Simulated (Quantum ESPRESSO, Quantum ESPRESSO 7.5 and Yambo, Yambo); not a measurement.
## SnO2 (Cassiterite): bands and cutoff in G0W0 with Yambo

What does each rung of G0W0 on SnO2 (Cassiterite) cost, and what does it buy?

Calculated with Quantum ESPRESSO 7.5 and Yambo 5.3.0; PBE and many-body steps on it, plane waves.

### 1. The structure

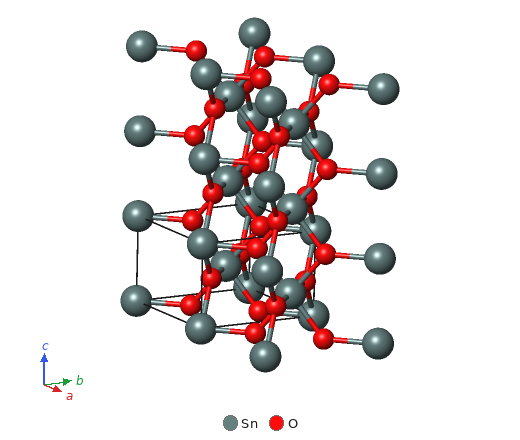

Start, viewed from a free direction; tin teal, oxygen red. 2×1×3 cells are drawn. Some periodic images of atoms are drawn too.

Coordinates:

```cif
data_structure
_symmetry_space_group_name_H-M 'P 1'
_symmetry_Int_Tables_number 1
_cell_length_a 4.7380
_cell_length_b 4.7380
_cell_length_c 3.1865
_cell_angle_alpha 90.000
_cell_angle_beta 90.000
_cell_angle_gamma 90.000
_cell_volume 71.53
loop_
_atom_site_label
_atom_site_type_symbol
_atom_site_fract_x
_atom_site_fract_y
_atom_site_fract_z
_atom_site_occupancy
Sn1 Sn 0.00000 0.00000 0.00000 1
Sn2 Sn 0.50000 0.50000 0.50000 1
O3 O 0.30710 0.30710 0.00000 1
O4 O 0.19290 0.80710 0.50000 1
O5 O 0.69290 0.69290 0.00000 1
O6 O 0.80710 0.19290 0.50000 1
```

The cell and positions come from the Crystallography Open Database and are kept as given unless a step says otherwise.

### 2. Empty states on the mesh, 4×4×4 mesh, 247 bands

This step: Quantum ESPRESSO 7.5; DFT, PBE, plane waves, norm-conserving pseudopotentials.

The sums over transitions need many empty states on a uniform mesh; this step solves for them.

pw.in

```
&control
  calculation = 'nscf'
  prefix = 'x'
  outdir = 'o'
  pseudo_dir = 'pseudo'
/
&system
  ibrav = 0
  nat = 6
  ntyp = 2
  ecutwfc = 84.0
  nbnd = 247
  force_symmorphic = .true.
/
&electrons
  conv_thr = 1e-9
  electron_maxstep = 80
  diago_full_acc = .true.
  diago_thr_init = 5e-6
/
ATOMIC_SPECIES
  Sn 118.71 Sn.upf
  O 15.999 O.upf
CELL_PARAMETERS angstrom
  4.7380000000 0.0000000000 0.0000000000
  0.0000000000 4.7380000000 0.0000000000
  0.0000000000 0.0000000000 3.1865000000
ATOMIC_POSITIONS crystal
  Sn 0.0000000000 0.0000000000 0.0000000000
  Sn 0.5000000000 0.5000000000 0.5000000000
  O 0.3071000000 0.3071000000 0.0000000000
  O 0.1929000000 0.8071000000 0.5000000000
  O 0.6929000000 0.6929000000 0.0000000000
  O 0.8071000000 0.1929000000 0.5000000000
K_POINTS automatic
  4 4 4 0 0 0
```

Command:

```bash
OMP_NUM_THREADS=1 mpirun -n 4 pw.x -nk 4 -in pw.in > pw.out
```

What it wrote:

```text
Program PWSCF v.7.5 starts

     This program is part of the open-source Quantum ESPRESSO suite
     for quantum simulation of materials; please cite
         "P. Giannozzi et al., J. Phys.:Condens. Matter 21 395502 (2009);
         "P. Giannozzi et al., J. Phys.:Condens. Matter 29 465901 (2017);
         "P. Giannozzi et al., J. Chem. Phys. 152 154105 (2020);
     in publications or presentations arising from this work. More details at

     Atomic positions and unit cell read from directory:
     o/x.save/

     Message from routine setup:
[...]
45.2284  45.2284  46.1404  46.1404  46.5071  46.5071  48.8842  48.8842
     [... 19 further rows ...]
   116.6566 116.6566 118.1098 118.1098 118.1579 118.1579 119.5315 119.5315
   119.8166 119.8166 121.0532 121.0532 121.2233 121.2233 122.1072

          k = 0.0000 0.2500 0.0000 (  6268 PWs)   bands (ev):

     [... further k-points ...]

     highest occupied, lowest unoccupied level (ev):    11.2482   12.5370

     XML data file, pseudopotentials, collected wavefunctions

=------------------------------------------------------------------------------=
   JOB DONE.
=------------------------------------------------------------------------------=
```

The job ended after 1.8 min (4 MPI ranks of Arm Neoverse V1, shared host; peak memory 0.75 GiB; 7.2 min of CPU time).

Numbers from this step:

```yaml
gap: 1.289 eV
k_of_the_valence_top: 0, 0, 0
k_of_the_conduction_bottom: 0, 0, 0
least_direct_gap: 1.289 eV
k_points_computed: 21
lowest_point_of_the_top_converged_band_above_the_valence_top: 109.8619 eV
```

On this mesh the gap is 1.289 eV.

The density comes from a self-consistent run that is not shown.

### 3. Conversion and set-up

This step: Yambo 5.3.0; conversion and set-up on PBE, plane waves, norm-conserving pseudopotentials.

The states are converted to the many-body program's format and the q mesh is built.

Command:

```bash
(cd o/x.save; p2y > p2y.log; mv SAVE ../..); yambo > setup.log
```

What it wrote:

```text
 Yambo, version 5.3.0

 [02] CORE Variables Setup
 =========================

  [02.01] Unit cells
  ==================

  Cell kind             :  Unknown
  Atoms in the cell     :  Sn  O
  number of Sn atoms    :  2
  number of O  atoms    :   4

  List of atomic masses
  Mass of Sn    :  118.7100
  Mass of O     :  15.99900

  List of atomic coordinates    : [cc]
  Sn1       :  0.000000  0.000000  0.000000  order 1
  Sn2       :  4.476761  4.476761  3.010806  order 2
  O1       :  2.749627  2.749627  0.000000  order 3
  O2       :  1.727134  7.226388  3.010806  order 4
[...]
K/Q-points units:
 rlu = crystal or reduced units; cc = cartesian coordinates; iku = interal k-units

 Q [ 1]         [rlu]:  0.000000  0.000000  0.000000
 Q [ 2]         [rlu]:  0.000000  0.000000  0.250000
 Q [ 3]         [rlu]:  0.000000  0.000000 -0.500000
[...]
Q [ 8]         [rlu]:  0.000000 -0.500000  0.250000
 Q [ 9]         [rlu]:  0.000000 -0.500000 -0.500000
 Q [10]         [rlu]:  0.250000  0.250000  0.000000
     [... 9 further rows ...]
 Q [20]         [rlu]: -0.250000  0.250000 -0.250000
 Q [21]         [rlu]: -0.250000  0.250000  0.500000

  [03.01] X indexes
  =================

   [03.01.01] Sigma indexes
   ========================

 [06] Game Over & Game summary
```

Elapsed: 3.1 s, on 1 MPI rank; peak memory 0.25 GiB.

### 4. 60 bands, 68 eV

Now the one-shot GW correction: screening in the RPA, then the self-energy of the levels asked for.

This step: G0W0 on PBE, plane waves, norm-conserving pseudopotentials.

gw1.in

```
HF_and_locXC
gw0
dyson
ppa
em1d
rim_cut
RandQpts= 1000000
RandGvec= 1 RL
EXXRLvcs= 84 Ry
VXCRLvcs= 336 Ry
Chimod= "HARTREE"
% BndsRnXp
 1 | 60 |
%
NGsBlkXp= 5 Ry
% LongDrXp
 1 | 1 | 1 |
%
% GbndRnge
 1 | 60 |
%
DysSolver= "n"
ExtendOut
PPAPntXp= 27.21138 eV
% QPkrange
 1 | 1 | 33 | 36 |
%
```

Command:

```bash
OMP_NUM_THREADS=1 mpirun -n 4 yambo -F gw1.in -J gw1 -C gw1 > gw1.log
```

What it wrote:

```text
 Yambo, version 5.3.0

 [02] CORE Variables Setup
 =========================

  [... cell, symmetries and grids as in the set-up ...]

  [02.05] Energies & Occupations
  ==============================

  [X] === General ===
  [X] Electronic Temperature                        :  0.000000  0.000000 [eV K]
  [X] Bosonic    Temperature                        :  0.000000  0.000000 [eV K]
  [X] Finite Temperature mode                       : no
  [X] El. density                                   :  0.95062E+24 [cm-3]
  [X] Fermi Level                                   :  11.24816 [eV]

  [X] === Gaps and Widths ===
  [X] Conduction Band Min                           :  1.288876 [eV]
  [X] Valence Band Max                              :  0.000000 [eV]
  [X] Filled Bands                                  :   34
  [X] Empty Bands                                   :   35  247
  [X] Direct Gap                                    :  1.288876 [eV]
  [X] Direct Gap localized at k                     :  1
  [X] Indirect Gap                                  :  1.288876 [eV]
  [X] Indirect Gap between kpts                     :  1  1
  [X] Last valence band width                       :  1.252527 [eV]
  [X] 1st conduction band width                     :  5.193998 [eV]

 [03] Transferred momenta grid and indexing
 ==========================================

 IBZ Q-points                                      :  21
 BZ  Q-points                                      :   64

 K/Q-points units:
 rlu = crystal or reduced units; cc = cartesian coordinates; iku = interal k-units

 Q [ 1]         [rlu]:  0.000000  0.000000  0.000000
 Q [ 2]         [rlu]:  0.000000  0.000000  0.250000
 Q [ 3]         [rlu]:  0.000000  0.000000 -0.500000
 Q [ 4]         [rlu]:  0.000000  0.250000  0.000000
 Q [ 5]         [rlu]:  0.000000  0.250000  0.250000
 Q [ 6]         [rlu]:  0.000000  0.250000 -0.500000
 Q [ 7]         [rlu]:  0.000000 -0.500000  0.000000
 Q [ 8]         [rlu]:  0.000000 -0.500000  0.250000
 Q [ 9]         [rlu]:  0.000000 -0.500000 -0.500000
 Q [10]         [rlu]:  0.250000  0.250000  0.000000
     [... 9 further rows ...]
 Q [20]         [rlu]: -0.250000  0.250000 -0.250000
 Q [21]         [rlu]: -0.250000  0.250000  0.500000

 [04] Coloumb potential Random Integration (RIM)
 ===============================================

  [04.01] RIM initialization
  ==========================

  * Diagonal components only detected *

  8 x (sBL volume)        :  0.064232 [a.u.]
  sBZ random points       :  1000000
  Points outside the sBZ  :   7992674
  RL volume               :  0.513853 [a.u.]
  Integrated volume       :  0.514324 [a.u.]

  [04.02] RIM integrals
  =====================

  Gamma point sphere radius             :  0.072644 [a.u.]
  Points outside the sphere             :   799713
  [Int_sBZ(q=0) 1/q^2]*(Vol_sBZ)^(-1/3) =:  7.541870
                                 should be <:  7.795600

  Summary of Coulomb integrals for non-metallic bands |Q|[au] RIM/Bare

  Q [1] 0.100000E-4 0.967452 * Q [4] 0.175439 0.953374
  Q [19] 0.248108 0.995592 * Q [10] 0.248108 0.994735
  Q [2] 0.260860 1.178302 * Q [5] 0.314367 1.089818
  Q [7] 0.350878 0.993213 * Q [11] 0.360008 1.051976
  Q [20] 0.360008 1.053430 * Q [13] 0.392293 0.996431
  Q [8] 0.437222 1.022065 * Q [14] 0.471107 1.016278
  Q [16] 0.496216 0.999063 * Q [3] 0.521720 1.045184
  Q [6] 0.550427 1.036830 * Q [17] 0.560605 1.008497
  Q [12] 0.577710 1.030447 * Q [21] 0.577710 1.030360
  Q [9] 0.628734 1.021636 * Q [15] 0.652752 1.018623
  Q [18] 0.720015 1.012895

 [05] Dipoles
 ============

  [05.01] Setup: observables and procedures
  =========================================

  [WARNING] [x,Vnl] slows the Dipoles computation. To neglect it rename the ns.kb_pp file

 [06] Dynamic Dielectric Matrix (PPA)
 ====================================

 [WR./gw1//ndb.pp]---------------------------------------------------------------
  Brillouin Zone Q/K grids (IBZ/BZ)                :   21   64   21   64
  RL vectors                                       :   7807 [WF]
  Coulomb cutoff potential                         : none
  Electronic Temperature                           :  0.000000 [K]
  Bosonic    Temperature                           :  0.000000 [K]
  PPA    diel. fun.  energies                      : Perdew, Burke & Ernzerhof(X)+Perdew, Burke & Ernzerhof(C)
  wavefunctions                                    : Perdew, Burke & Ernzerhof(X)+Perdew, Burke & Ernzerhof(C)
  Global Gauge                                     : length
  X matrix size                                    :   97
  X band range                                     :    1   60
  X e/h energy range                               : -1.000000 -1.000000 [eV]
  X Time ordering                                  : R
  X Hxc Kernel                                     : HARTREE
  X Drude frequency                                :  0.000000  0.000000
  X poles                                          :  100.0000 [o/o]
  RL vectors in the sum                            :   7807
  [r,Vnl] included                                 : yes
  Field direction                                  :  0.577350E-5  0.577350E-5  0.577350E-5
  BZ energy Double Grid                            : no
  BZ energy DbGd points                            : 0
  BZ Q point size factor                           : -1.000000
  X Optical Averaged directions                    : none

 [07] Local Exchange-Correlation + Non-Local Fock
 ================================================

 [VXC] Plane waves :   50163
 [EXS] Plane waves :   6281

 QP @ state[ 1 ] K range:  1  1
 QP @ state[ 1 ] b range:   33   36

 [xc] Functional : Perdew, Burke & Ernzerhof(X)+Perdew, Burke & Ernzerhof(C)
 [xc] LIBXC used to calculate xc functional
  PP Number of Atomic Species                      :  2
  NLCC RL compoments                               :   50163
  PP Number of Atomic Species                      :  2
  NLCC RL compoments                               :   50163

 [xc] E_xc :  -50.05440 [Ha]
      E_xc :  -100.1088 [Ry]

  Local XC kind (lXC) : Perdew, Burke & Ernzerhof(X)+Perdew, Burke & Ernzerhof(C)
  Non-Local XC kind (nlXC) : Hartree-Fock

  Corrections @ K [1] :  [eV]
 <33|nlXC|33> = -25.49616 -0.37216E-17 <33|lXC|33> = -19.98046  0.94408E-16
 <34|nlXC|34> = -26.18291  0.10889E-16 <34|lXC|34> = -20.31378 -0.62041E-23
 <35|nlXC|35> = -12.63275  0.61482E-17 <35|lXC|35> = -16.49766  0.40569E-19
 <36|nlXC|36> = -10.66763  0.35746E-17 <36|lXC|36> = -16.29486  0.18884E-15

 [08] Dyson equation: Newton solver
 ==================================

  [08.01] G0W0 (W PPA)
  ====================

  [  GW  ] Bands range     :    1   60
  [GW/PPA] G damping       :  0.100000 [eV]

  QP @ state[ 1 ] K range:  1  1
  QP @ state[ 1 ] b range:   33   36

   Sc/G bands                                       :    1   60
   Sc/G damping                                     :  0.100000 ev
   Sc bands terminator                              : no
   Sx RL components                                 :   6281

   QP @ state[ 1 ] K range                          :  1  1
   QP @ state[ 1 ] b range                          :   33   36
   GF energies kind                                 : Perdew, Burke & Ernzerhof(X)+Perdew, Burke & Ernzerhof(C)
   GF WF`s kind                                     : Perdew, Burke & Ernzerhof(X)+Perdew, Burke & Ernzerhof(C)
   Xs energies kind                                 : Perdew, Burke & Ernzerhof(X)+Perdew, Burke & Ernzerhof(C)
   Xs WF`s kind                                     : Perdew, Burke & Ernzerhof(X)+Perdew, Burke & Ernzerhof(C)

 [11] Game Over & Game summary
```

Run time: 90 s. Hardware: 4 MPI ranks; peak memory 3.9 GiB.

Numbers from this step:

```
G0W0 gap on the points computed              : 2.990 eV
starting gap on the mesh                     : 1.289 eV
k of the valence top                         : 0, 0, 0
k of the conduction bottom                   : 0, 0, 0
least direct G0W0 gap on the computed points : 2.990 eV
Z at the valence top                         : 0.7804
Z at the conduction bottom                   : 0.8460
```

The gap on the mesh goes from 1.29 eV to 2.99 eV, a correction of +1.70 eV.

(Continued in part 2 of 2.)

[Paths, hosts, dates, memory and timing lines, banners, echoed tables and standing remarks are left out of the program output.]

[Logs are printed without paths, hosts, clocks, repeated set-up lines and the standing remarks that a program may print on its own settings, such as how far it seeks lower states.]

[Runs of the session that timed out or met a known fault of the program may be left out.]

[Hosts, paths, dates, database ids (printed as entryN), source tags and the programs' standing remarks are cut or masked in the printed files.]
